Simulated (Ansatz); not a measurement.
```xyz
8

Si    1.0769    0.0033    0.0310
Cl    1.8455   -1.5044   -1.1444
Cl    1.8213    1.7973   -0.6571
Cl    1.7525   -0.2760    1.9575
Si   -1.2715   -0.0039   -0.0366
H    -1.7701    1.0937    0.8207
H    -1.7524   -1.3095    0.4660
H    -1.7023    0.1996   -1.4371
```

All numbers below come from Hartree-Fock, Gaussian basis def2-SVP (Ansatz 0.2.0).

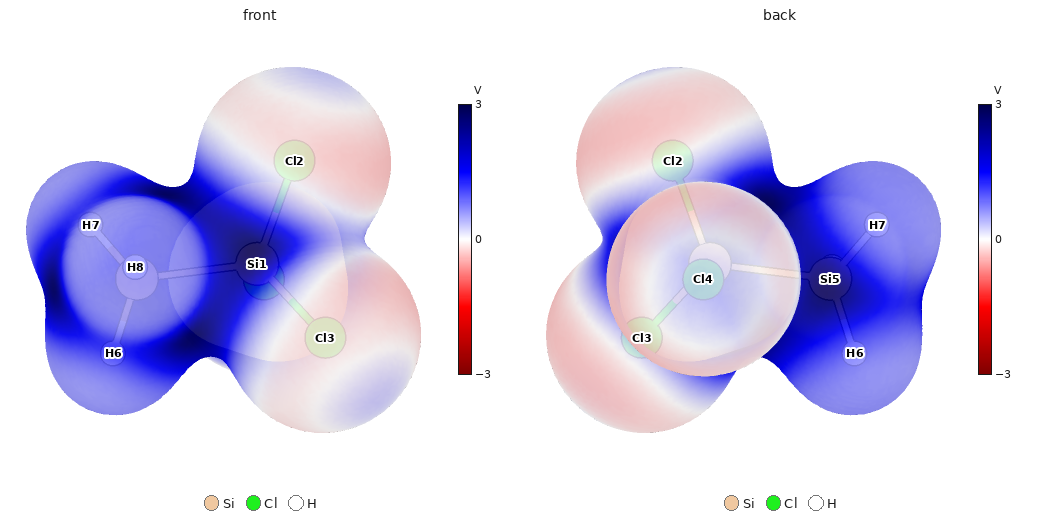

Cl$_{3}$H$_{3}$Si$_{2}$. The electrostatic potential painted on the density surface at 0.004 e/bohr³, seen from the front and from behind; red is negative and blue positive.

Question: Where is the surface potential most negative and most positive?

Answer: The most negative region (about −0.3 V, or −7 kcal/mol for a unit charge) lies over Cl2, Cl3 and Cl4, the most positive (about +2.8 V, or +65 kcal/mol for a unit charge) over Si1 and Si5. Cl2 shows a σ-hole: about +0.3 V at the tip opposite its bond, against about −0.1 V on its flanks. Cl3 shows a σ-hole: about +0.3 V, or +7 kcal/mol for a unit charge at the tip opposite its bond, against about −0.1 V on its flanks. Cl4 shows a σ-hole: about +0.3 V at the tip opposite its bond, against about −0.1 V on its flanks.
